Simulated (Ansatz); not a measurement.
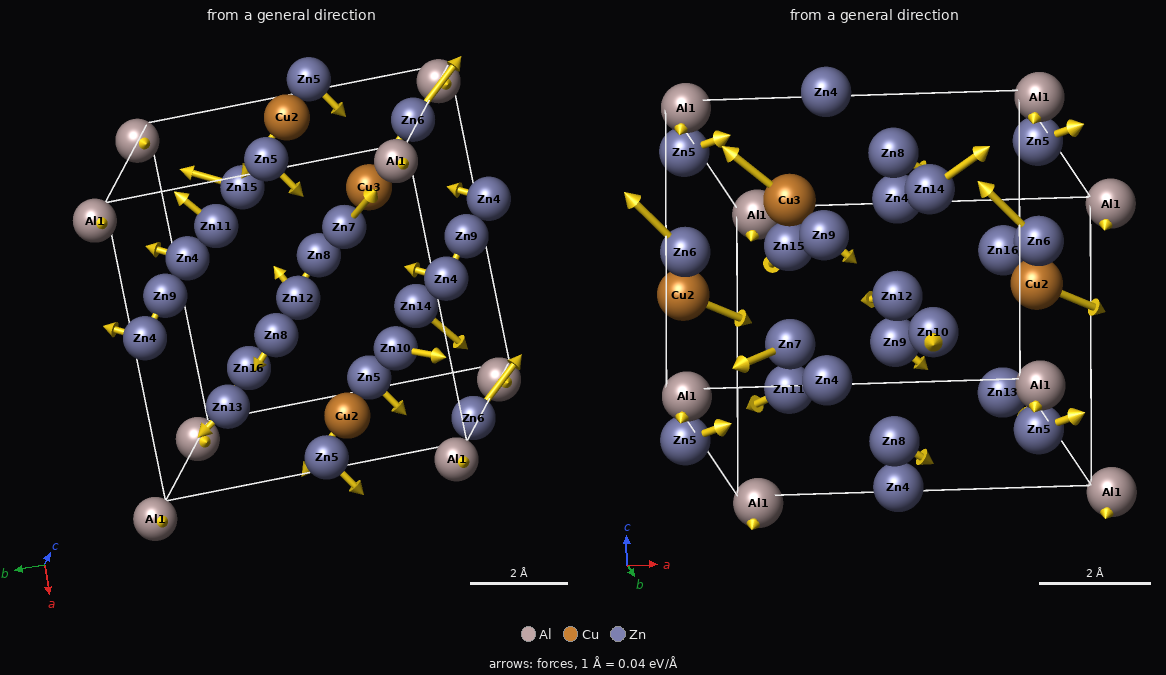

An orthographic spheres-only view of the structure, from two general directions. The wireframe shows the simulation cell. The arrows are the computed forces on the atoms.

System: AlZn13Cu2. Computed with DFT PBE, scalar-relativistic, plane waves, PAW in Ansatz. Settings: plane-wave cutoff 420 eV, the zone sampled with 5×5×6 points, Gaussian smearing of 0.1 eV, no spin polarisation.

### Could this be the end point of a relaxation?

No. The atoms still feel forces of up to about 0.05 eV/Å, above a usual threshold of 0.01 to 0.03 eV/Å.

Its origin is a structure type filled with these elements by a generator (whether the compound takes this form wasn't checked). Earlier steps of the study may have refined or changed the cell and positions. A calculation with Ansatz used it as input.
